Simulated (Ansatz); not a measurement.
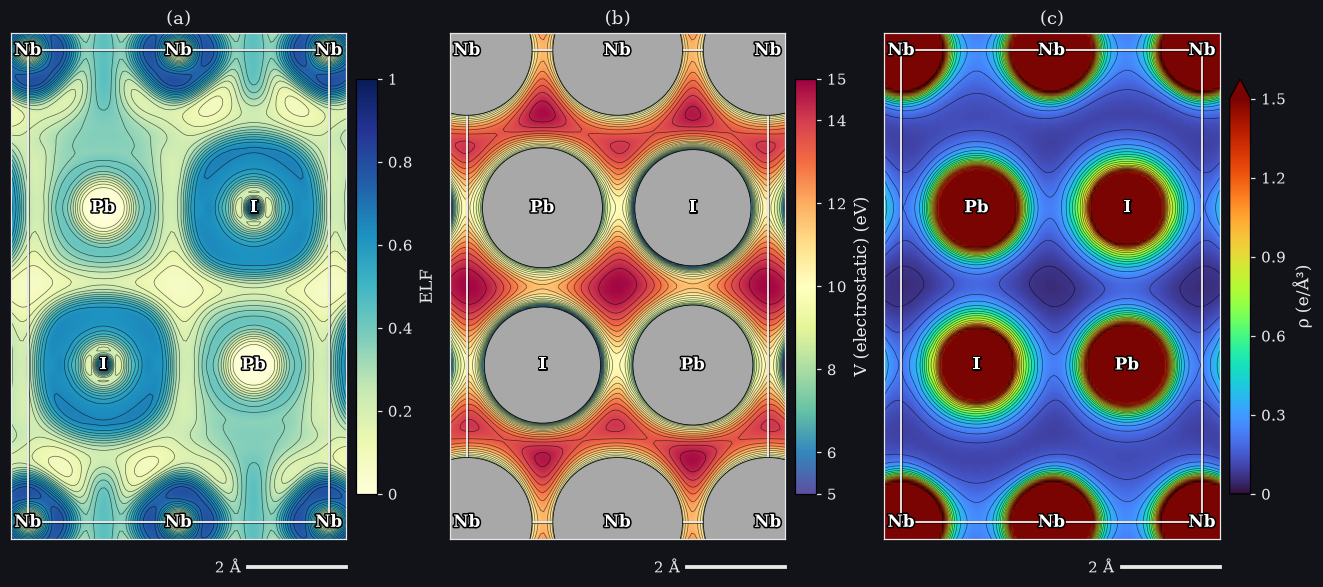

Figure. NbPbI. (a) electron localisation function; (b) electrostatic potential (local pseudopotential plus Hartree) felt by an electron; (c) valence charge density (pseudo) on the (110) plane of the conventional cell. Grey discs cover the atomic cores in the potential map.

Space group P6₃/mmc; started from the EuAgBi_194 prototype, which need not be the ambient phase.

All numbers below come from DFT PBE, scalar-relativistic, plane waves, PAW in Ansatz.

In a PAW calculation such maps are meaningful between the atoms, not at the nuclei.

Input file:

```
crystal:
  lattice:
    - [4.996422414, 0.0, 0.0]
    - [-2.498211207, 4.3270287386, 0.0]
    - [0.0, 0.0, 8.3382955103]
  atoms:
    - { symbol: Nb, position: [0.0, 0.0, 0.0] }
    - { symbol: Nb, position: [0.0, 0.0, 0.5] }
    - { symbol: Pb, position: [0.3333333333, 0.6666666667, 0.75] }
    - { symbol: Pb, position: [0.6666666667, 0.3333333333, 0.25] }
    - { symbol: I, position: [0.3333333333, 0.6666666667, 0.25] }
    - { symbol: I, position: [0.6666666667, 0.3333333333, 0.75] }
basis:
  ecutwfc: 420
kpoints:
  mp_grid: { grid: [12, 12, 6] }
hamiltonian:
  xc: pbe
scf:
  occupations: { method: gaussian, width: 0.1 }
output:
  forces: true
  stress: true
  eigenvalues: true
  write_density: true
  write_potential: true
  elf: true
  volumetric_format: npy
relax:
  adjacent_minimum: "off"
  f_tol: 0.01
  max_steps: 80
  cell: { stress_tol: 0.05 }
```

Launched as:

```sh
ansatz run input.yaml --threads 1 --pin off --max-ram 2560MiB --backend cpu --events-out ev --progress --plain --runs-dir out
```

Below, planes, directions and counts refer to the conventional cell (a = 5.56 Å, b = 5.56 Å, c = 6.14 Å, α = 90.00°, β = 90.00°, γ = 120.00°).

The fields are those of the run's last geometry, not of the input's.

**What do the fields say about this system?**

- The plane passes through Nb, Pb and I nuclei.
- Pb–I (3.07 Å): the density is about 0.24 e/Å³ at the midpoint; the ELF is about 0.25 at the midpoint.
- Nb–I (3.56 Å): ρ at the midpoint is about 0.12 e/Å³; the ELF is about 0.20 at the midpoint and 0.10 at its lowest between the atoms.
- Pb–I (3.21 Å): ρ is about 0.19 e/Å³ halfway; the ELF is about 0.20 at the midpoint.
- Between the atoms the lowest density in this plane is 0.06 e/Å³.
- The features right at Nb lie inside the PAW spheres, where the map follows smoothed inner orbitals and isn't to be read closely.
- Outside the cores the potential energy rises away from the atoms and is highest about 2.2 Å from the nearest atoms; its zero is arbitrary.
